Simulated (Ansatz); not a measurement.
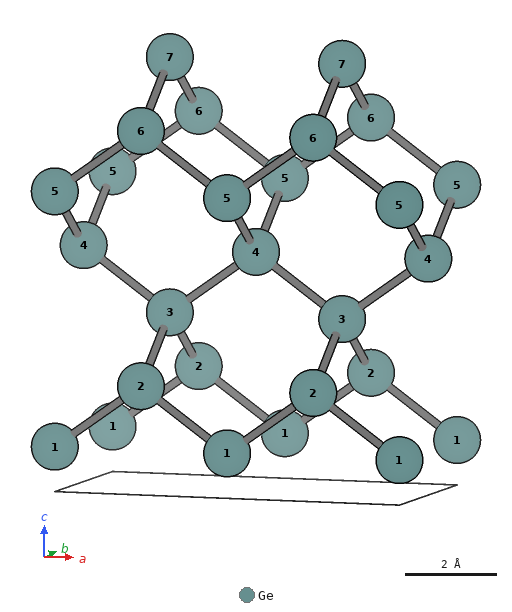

The starting point is a (1 0 0) slab of Ge as cut from the relaxed bulk. Style: ball-and-stick. Shown: the 2 × 1 repeat of the cell, outlined in the plane, without the vacuum, slightly off an axis.

Level of theory: Ansatz, DFT r2SCAN, scalar-relativistic, plane waves, PAW. Settings: plane-wave cutoff 500 eV; occupations gaussian; no spin polarisation. The k-mesh is chosen for each cell (12×12×12, 9×9×1). Smearing widths differ between the runs.

The variant: The atoms of the slab are relaxed at the bulk's in-plane cell.

> Predict the response.

The surface energy (mean of the two faces) falls from 1.71 to 1.70 J/m². The top spacing, between the Ge and Ge planes, goes from 1.42 to 1.45 Å (+2.4 %), the bottom one (Ge to Ge) from 1.42 to 1.45 Å (+2.4 %). The work function of the top face goes from 5.22 to 5.23 eV. The cell doesn't change. The largest moves relative to the layer's centre, 0.041 Å, are those of Ge1 and Ge7. Ge1 goes along the normal (−c). Among the bonded contacts that change: Ge–Ge 2.457 → 2.455 to 2.477 Å.
